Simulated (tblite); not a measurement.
Run report: C8H14Ge, saddle-point search

System: C8H14Ge, SMILES [CH3][Ge]([CH3])([CH3])[CH]1C=CC=C1.
Method: GFN2-xTB saddle search (eigenvector following) and harmonic vibrations, gas phase (tblite 0.8.0).

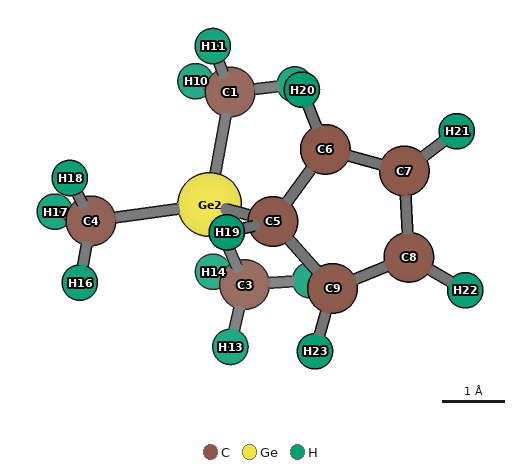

Fig. 1: The starting structure (ball-and-stick view, seen at a tilt; atoms are numbered from 1 in the order of the input). Sticks mark near contacts. Bond lengths as drawn: C–C 1.35 to 1.48 Å, C–Ge 1.99 to 2.05 Å and C–H 1.08 to 1.09 Å.

Input file
```
{"job": {"xc": "GFN2-xTB", "basis": "xTB", "kind": "saddle"}, "charge": 0, "multiplicity": 1}
C     -1.709096     1.431494     0.295068
Ge    -0.856088    -0.341009     0.003686
C     -0.851865    -0.731568    -1.946406
C     -1.860539    -1.776795     0.960694
C      1.050857    -0.312227     0.759604
C      1.370513     1.061854     1.192200
C      2.303567     1.579464     0.372768
C      2.694671     0.580047    -0.582242
C      2.002087    -0.549360    -0.343794
H     -2.731799     1.425433    -0.069911
H     -1.720344     1.695317     1.347841
H     -1.157492     2.197463    -0.241633
H     -0.462631    -1.723960    -2.150039
H     -1.865919    -0.677980    -2.332765
H     -0.240422    -0.009516    -2.478301
H     -1.398900    -2.745650     0.791363
H     -2.884161    -1.820277     0.600911
H     -1.883559    -1.592269     2.030520
H      1.067110    -1.055530     1.554319
H      0.902552     1.544230     2.031804
H      2.714415     2.573645     0.415626
H      3.435014     0.735455    -1.348661
H      2.082029    -1.488261    -0.862652
```

The first line tells a small driver script what to run in tblite; the rest is the geometry in Å.

Command:
```bash
OMP_NUM_THREADS=1 python <driver script> task.json out
```

Output
```
step      E/eV     max force
  0    -711.06967   0.0317
  1    -711.07148   0.1274
  2    -711.07140   0.0301
  3    -711.07204   0.0375
  4    -711.07211   0.0093
  5    -711.07209   0.0045
  6    -711.07215   0.0081
  7    -711.07215   0.0014
lowest wavenumbers (cm-1): -38.7 81.3 117.1 130.6 135.7 136.5
```

Trajectory as extended XYZ (Å, eV, eV/Å), 8 frames, from step=0 to step=7
```
23
Properties=species:S:1:pos:R:3:forces:R:3 step=0 energy=-711.06967
C    -1.7091    1.4315    0.2951   -0.0030   0.0040  -0.0010
Ge   -0.8561   -0.3410    0.0037    0.0080   0.0030   0.0040
C    -0.8519   -0.7316   -1.9464    0.0040  -0.0020   0.0000
C    -1.8605   -1.7768    0.9607    0.0020   0.0020   0.0020
C     1.0509   -0.3122    0.7596    0.0080   0.0060   0.0050
C     1.3705    1.0619    1.1922    0.0090  -0.0160  -0.0090
C     2.3036    1.5795    0.3728   -0.0060   0.0260   0.0100
C     2.6947    0.5800   -0.5822    0.0030  -0.0140  -0.0270
C     2.0021   -0.5494   -0.3438   -0.0050   0.0300   0.0090
H    -2.7318    1.4254   -0.0699   -0.0100  -0.0080   0.0010
H    -1.7203    1.6953    1.3478   -0.0210  -0.0050  -0.0030
H    -1.1575    2.1975   -0.2416   -0.0020   0.0060   0.0090
H    -0.4626   -1.7240   -2.1500    0.0080  -0.0070   0.0060
H    -1.8659   -0.6780   -2.3328    0.0060   0.0080  -0.0060
H    -0.2404   -0.0095   -2.4783   -0.0020   0.0020   0.0000
H    -1.3989   -2.7457    0.7914   -0.0040   0.0080   0.0010
H    -2.8842   -1.8203    0.6009    0.0020  -0.0010   0.0000
H    -1.8836   -1.5923    2.0305    0.0000   0.0070   0.0070
H     1.0671   -1.0555    1.5543    0.0020  -0.0160  -0.0120
H     0.9026    1.5442    2.0318   -0.0120  -0.0010   0.0080
H     2.7144    2.5736    0.4156    0.0120  -0.0120  -0.0090
H     3.4350    0.7355   -1.3487   -0.0060  -0.0210   0.0140
H     2.0820   -1.4883   -0.8627    0.0080  -0.0010  -0.0080
23
Properties=species:S:1:pos:R:3:forces:R:3 step=1 energy=-711.07148
C    -1.7182    1.4309    0.2800   -0.0360   0.0720   0.0300
Ge   -0.8561   -0.3391   -0.0022    0.0000  -0.0050   0.0050
C    -0.8522   -0.7570   -1.9471    0.0030  -0.0020  -0.0020
C    -1.8649   -1.7484    0.9889    0.0050  -0.0040   0.0070
C     1.0584   -0.3251    0.7332    0.0090   0.0010   0.0080
C     1.3804    1.0359    1.2059    0.0070  -0.0090  -0.0100
C     2.3108    1.5781    0.3987   -0.0040  -0.0140  -0.0040
C     2.6975    0.6066   -0.5885   -0.0130  -0.0050   0.0130
C     2.0031   -0.5278   -0.3828    0.0040   0.0170   0.0050
H    -2.7139    1.4344   -0.1621    0.0940   0.0130   0.0450
H    -1.8124    1.6568    1.3415    0.0050  -0.0180  -0.1260
H    -1.1279    2.2172   -0.1872   -0.0670  -0.0650   0.0480
H    -0.4714   -1.7568   -2.1322   -0.0020   0.0060   0.0010
H    -1.8625   -0.6974   -2.3417    0.0020   0.0000   0.0000
H    -0.2295   -0.0491   -2.4855   -0.0030  -0.0040   0.0030
H    -1.4101   -2.7244    0.8439   -0.0040   0.0100   0.0020
H    -2.8901   -1.7954    0.6341    0.0010   0.0010   0.0000
H    -1.8832   -1.5348    2.0542    0.0010  -0.0030  -0.0130
H     1.0847   -1.0958    1.5023    0.0000   0.0150  -0.0150
H     0.9107    1.4930    2.0595    0.0060  -0.0070  -0.0110
H     2.7259    2.5691    0.4684   -0.0030  -0.0130  -0.0020
H     3.4384    0.7796   -1.3501   -0.0040  -0.0010   0.0050
H     2.0826   -1.4506   -0.9313   -0.0010   0.0170   0.0100
23
Properties=species:S:1:pos:R:3:forces:R:3 step=2 energy=-711.07140
C    -1.7234    1.4294    0.2921    0.0080  -0.0150  -0.0060
Ge   -0.8574   -0.3374    0.0013    0.0040   0.0030   0.0010
C    -0.8492   -0.7349   -1.9474    0.0010   0.0000  -0.0010
C    -1.8595   -1.7656    0.9712    0.0000   0.0000   0.0010
C     1.0524   -0.3149    0.7485    0.0010   0.0030   0.0010
C     1.3767    1.0539    1.1940    0.0020  -0.0050  -0.0020
C     2.3123    1.5760    0.3803   -0.0020   0.0150   0.0050
C     2.7001    0.5840   -0.5841    0.0040  -0.0060  -0.0150
C     2.0019   -0.5440   -0.3577   -0.0020   0.0110   0.0020
H    -2.7388    1.4170   -0.0909   -0.0270  -0.0060  -0.0110
H    -1.7580    1.6820    1.3463   -0.0110   0.0000   0.0280
H    -1.1703    2.2059   -0.2258    0.0140   0.0190  -0.0070
H    -0.4677   -1.7319   -2.1438    0.0030  -0.0030   0.0030
H    -1.8598   -0.6725   -2.3414    0.0040   0.0030  -0.0020
H    -0.2272   -0.0208   -2.4779   -0.0010   0.0000   0.0010
H    -1.3942   -2.7351    0.8170   -0.0030   0.0040   0.0000
H    -2.8820   -1.8178    0.6095    0.0020  -0.0010   0.0010
H    -1.8861   -1.5658    2.0384    0.0000   0.0030   0.0030
H     1.0705   -1.0675    1.5343    0.0010  -0.0090  -0.0020
H     0.9074    1.5297    2.0368   -0.0060   0.0020   0.0060
H     2.7290    2.5671    0.4322    0.0060  -0.0030  -0.0040
H     3.4434    0.7410   -1.3468   -0.0010  -0.0090   0.0050
H     2.0799   -1.4777   -0.8860    0.0040  -0.0040  -0.0050
23
Properties=species:S:1:pos:R:3:forces:R:3 step=3 energy=-711.07204
C    -1.7241    1.4300    0.2819   -0.0110   0.0200   0.0110
Ge   -0.8570   -0.3374   -0.0020    0.0010  -0.0020   0.0020
C    -0.8518   -0.7520   -1.9475    0.0020  -0.0020   0.0020
C    -1.8628   -1.7503    0.9864    0.0020   0.0000   0.0010
C     1.0569   -0.3223    0.7342    0.0040   0.0010   0.0030
C     1.3817    1.0389    1.2034    0.0020  -0.0040  -0.0040
C     2.3151    1.5762    0.3968   -0.0010  -0.0040  -0.0020
C     2.7009    0.6013   -0.5868   -0.0050  -0.0020   0.0040
C     2.0028   -0.5303   -0.3795    0.0010   0.0070   0.0020
H    -2.7242    1.4259   -0.1442    0.0260   0.0040   0.0120
H    -1.8038    1.6623    1.3404   -0.0010  -0.0060  -0.0370
H    -1.1474    2.2155   -0.1981   -0.0170  -0.0170   0.0150
H    -0.4724   -1.7518   -2.1341    0.0000   0.0000   0.0010
H    -1.8615   -0.6903   -2.3430   -0.0020   0.0000  -0.0010
H    -0.2276   -0.0442   -2.4839    0.0010   0.0010   0.0000
H    -1.4035   -2.7242    0.8431    0.0000   0.0010   0.0000
H    -2.8867   -1.8017    0.6288   -0.0010   0.0000  -0.0010
H    -1.8851   -1.5366    2.0512    0.0010   0.0000  -0.0020
H     1.0813   -1.0902    1.5056    0.0000   0.0050  -0.0060
H     0.9121    1.4995    2.0550    0.0020  -0.0020  -0.0040
H     2.7330    2.5659    0.4648   -0.0010  -0.0050  -0.0020
H     3.4436    0.7703   -1.3474   -0.0020  -0.0010   0.0020
H     2.0806   -1.4544   -0.9253    0.0000   0.0060   0.0040
23
Properties=species:S:1:pos:R:3:forces:R:3 step=4 energy=-711.07211
C    -1.7257    1.4295    0.2835   -0.0010   0.0060   0.0030
Ge   -0.8570   -0.3371   -0.0016    0.0000   0.0000   0.0000
C    -0.8503   -0.7509   -1.9471    0.0000   0.0000   0.0000
C    -1.8630   -1.7503    0.9859    0.0000   0.0000   0.0000
C     1.0569   -0.3217    0.7345   -0.0010   0.0000   0.0000
C     1.3819    1.0398    1.2019    0.0000   0.0000   0.0000
C     2.3153    1.5758    0.3947    0.0000   0.0010   0.0000
C     2.7010    0.5999   -0.5874    0.0010   0.0000  -0.0010
C     2.0027   -0.5311   -0.3787    0.0000  -0.0010   0.0000
H    -2.7243    1.4260   -0.1444    0.0060   0.0010   0.0020
H    -1.8080    1.6597    1.3414   -0.0010  -0.0020  -0.0090
H    -1.1488    2.2161   -0.1933   -0.0050  -0.0050   0.0050
H    -0.4693   -1.7501   -2.1335    0.0000   0.0000   0.0000
H    -1.8598   -0.6905   -2.3436    0.0000   0.0000   0.0000
H    -0.2266   -0.0422   -2.4828    0.0000   0.0010   0.0000
H    -1.4049   -2.7244    0.8410    0.0010  -0.0010   0.0000
H    -2.8874   -1.8001    0.6292    0.0000   0.0000   0.0000
H    -1.8840   -1.5379    2.0509    0.0000   0.0000   0.0010
H     1.0810   -1.0888    1.5064    0.0000   0.0000   0.0010
H     0.9122    1.5013    2.0527    0.0000   0.0010   0.0000
H     2.7335    2.5654    0.4614    0.0000   0.0010   0.0000
H     3.4439    0.7675   -1.3479    0.0000   0.0000  -0.0010
H     2.0806   -1.4558   -0.9232    0.0000  -0.0010   0.0000
23
Properties=species:S:1:pos:R:3:forces:R:3 step=5 energy=-711.07209
C    -1.7222    1.4304    0.2793    0.0030   0.0000  -0.0020
Ge   -0.8565   -0.3381   -0.0024   -0.0010   0.0000  -0.0010
C    -0.8504   -0.7569   -1.9469   -0.0020  -0.0010   0.0020
C    -1.8654   -1.7467    0.9888   -0.0020   0.0020  -0.0020
C     1.0581   -0.3245    0.7321    0.0010   0.0000   0.0000
C     1.3816    1.0352    1.2059    0.0010   0.0000  -0.0010
C     2.3133    1.5766    0.4001   -0.0010  -0.0020   0.0000
C     2.6995    0.6059   -0.5871   -0.0010   0.0010   0.0010
C     2.0031   -0.5272   -0.3831   -0.0010   0.0010   0.0010
H    -2.7202    1.4285   -0.1497   -0.0010  -0.0010  -0.0020
H    -1.8053    1.6618    1.3365   -0.0020   0.0000   0.0030
H    -1.1436    2.2154   -0.1975    0.0020   0.0010   0.0000
H    -0.4644   -1.7546   -2.1312    0.0000  -0.0010   0.0000
H    -1.8606   -0.7029   -2.3425   -0.0010   0.0000   0.0000
H    -0.2310   -0.0464   -2.4851    0.0020   0.0020  -0.0010
H    -1.4161   -2.7238    0.8372    0.0020  -0.0040   0.0000
H    -2.8930   -1.7875    0.6402    0.0020   0.0000  -0.0010
H    -1.8764   -1.5374    2.0545    0.0000   0.0000   0.0030
H     1.0839   -1.0954    1.5001    0.0000   0.0010  -0.0010
H     0.9122    1.4920    2.0594    0.0010  -0.0010  -0.0010
H     2.7300    2.5665    0.4710    0.0000   0.0000   0.0000
H     3.4414    0.7783   -1.3476   -0.0010   0.0000   0.0010
H     2.0820   -1.4491   -0.9320    0.0000   0.0010   0.0010
23
Properties=species:S:1:pos:R:3:forces:R:3 step=6 energy=-711.07215
C    -1.7215    1.4308    0.2794   -0.0030   0.0050   0.0010
Ge   -0.8565   -0.3381   -0.0021    0.0000   0.0000   0.0000
C    -0.8528   -0.7572   -1.9465    0.0000   0.0000   0.0000
C    -1.8636   -1.7473    0.9901    0.0000  -0.0010   0.0000
C     1.0583   -0.3243    0.7317    0.0000   0.0000   0.0000
C     1.3822    1.0353    1.2054    0.0000   0.0000   0.0000
C     2.3136    1.5767    0.3993    0.0000   0.0000   0.0000
C     2.6990    0.6061   -0.5883    0.0000   0.0000   0.0000
C     2.0026   -0.5269   -0.3840    0.0000   0.0000   0.0000
H    -2.7110    1.4362   -0.1693    0.0070   0.0010   0.0040
H    -1.8248    1.6524    1.3373    0.0000  -0.0010  -0.0080
H    -1.1309    2.2184   -0.1786   -0.0050  -0.0050   0.0040
H    -0.4706   -1.7563   -2.1311    0.0000   0.0000   0.0000
H    -1.8633   -0.6995   -2.3409    0.0000   0.0000   0.0000
H    -0.2315   -0.0488   -2.4855    0.0000   0.0000   0.0000
H    -1.4084   -2.7228    0.8452   -0.0010   0.0010   0.0000
H    -2.8891   -1.7948    0.6363    0.0010   0.0000   0.0000
H    -1.8810   -1.5333    2.0549    0.0000   0.0000  -0.0010
H     1.0845   -1.0952    1.4996    0.0000   0.0000   0.0000
H     0.9131    1.4921    2.0591    0.0000   0.0000   0.0000
H     2.7304    2.5665    0.4701    0.0000   0.0000   0.0000
H     3.4405    0.7785   -1.3492    0.0000   0.0000   0.0000
H     2.0810   -1.4488   -0.9331    0.0000   0.0000   0.0000
23
Properties=species:S:1:pos:R:3:forces:R:3 step=7 energy=-711.07215
C    -1.7217    1.4308    0.2794    0.0000  -0.0010   0.0000
Ge   -0.8565   -0.3380   -0.0021    0.0000   0.0000   0.0000
C    -0.8528   -0.7570   -1.9466    0.0000   0.0000   0.0000
C    -1.8636   -1.7473    0.9900    0.0000   0.0000   0.0000
C     1.0583   -0.3242    0.7318    0.0000   0.0000   0.0000
C     1.3823    1.0353    1.2055    0.0000   0.0000   0.0000
C     2.3137    1.5767    0.3994    0.0000   0.0000   0.0000
C     2.6991    0.6061   -0.5881    0.0000   0.0000   0.0000
C     2.0026   -0.5269   -0.3839    0.0000   0.0000   0.0000
H    -2.7118    1.4355   -0.1673   -0.0010   0.0000   0.0000
H    -1.8230    1.6534    1.3370    0.0000   0.0000   0.0010
H    -1.1325    2.2181   -0.1804    0.0010   0.0010   0.0000
H    -0.4708   -1.7562   -2.1311    0.0000   0.0000   0.0000
H    -1.8633   -0.6992   -2.3411    0.0000   0.0000   0.0000
H    -0.2313   -0.0488   -2.4854    0.0000   0.0000   0.0000
H    -1.4083   -2.7228    0.8452    0.0000   0.0000   0.0000
H    -2.8890   -1.7951    0.6360    0.0000   0.0000   0.0000
H    -1.8812   -1.5333    2.0548    0.0000   0.0000   0.0000
H     1.0844   -1.0952    1.4997    0.0000   0.0000   0.0000
H     0.9131    1.4921    2.0592    0.0000   0.0000   0.0000
H     2.7306    2.5664    0.4703    0.0000   0.0000   0.0000
H     3.4407    0.7784   -1.3490    0.0000   0.0000   0.0000
H     2.0810   -1.4488   -0.9331    0.0000   0.0000   0.0000
```

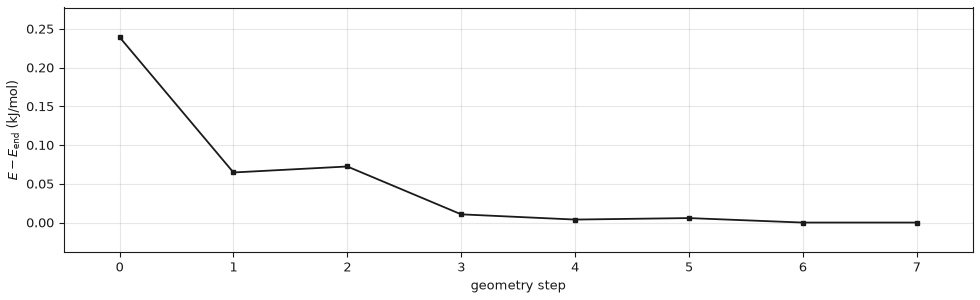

Fig. 2: Progress of the saddle-point search, step by step (steps are counted from 0).

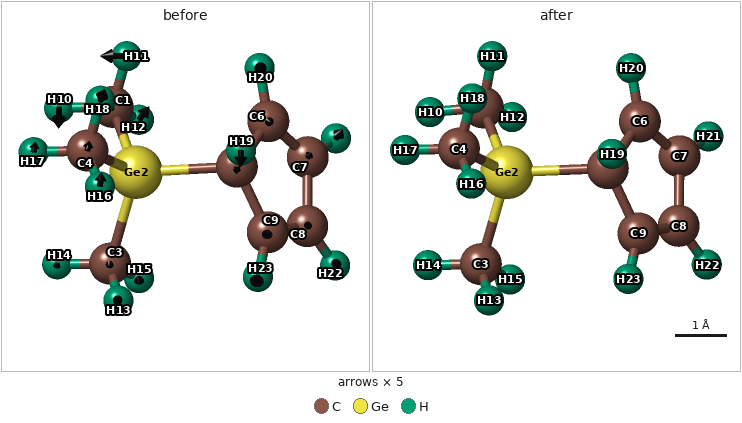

Fig. 3: Before (left) and after (right) the saddle-point search, at one scale (ball-and-stick view, seen at a tilt). The black arrows give the displacements, magnified 5 times. Over 7 geometry steps the energy falls by 0.24 kJ/mol. The largest force component goes from 0.03 to 0.001 eV/Å. H11 moves most after the best rigid fit: 0.11 Å. Largest moves by element: H 0.11 Å, C 0.05 Å, Ge 0.01 Å. (Atoms are counted from 1 in the order of the input.)

Key numbers

- outcome: converged
- total energy: −711.0722 eV
- point group: Cs
- hardware: 1 CPU thread, shared host
- wall time: 12 s
- peak memory: 0.2 GiB
